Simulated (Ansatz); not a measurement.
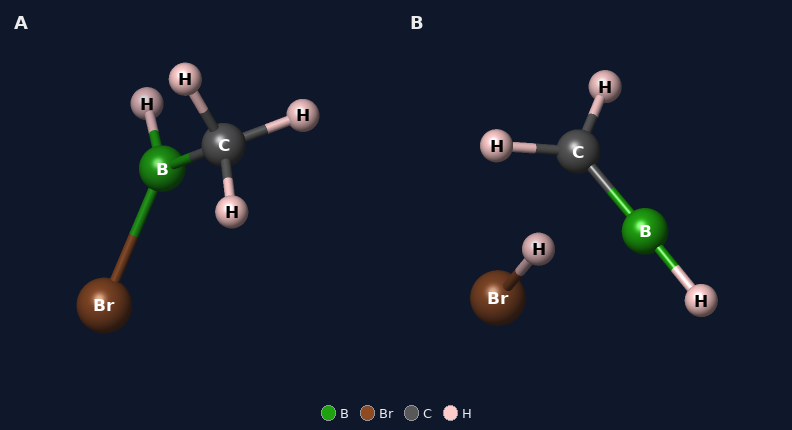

2 stationary structures of one formula. Geometries: PBE0-D4/def2-TZVP. Electronic energies: B3LYP-D4/6-31G (Ansatz 0.2.0), without zero-point energy. Each is one conformer, not always the lowest.

**Which is lowest in energy, and by how much?**

A is lowest (Cs, a minimum); B lies 284.5 kJ/mol above it (Cs, a minimum).
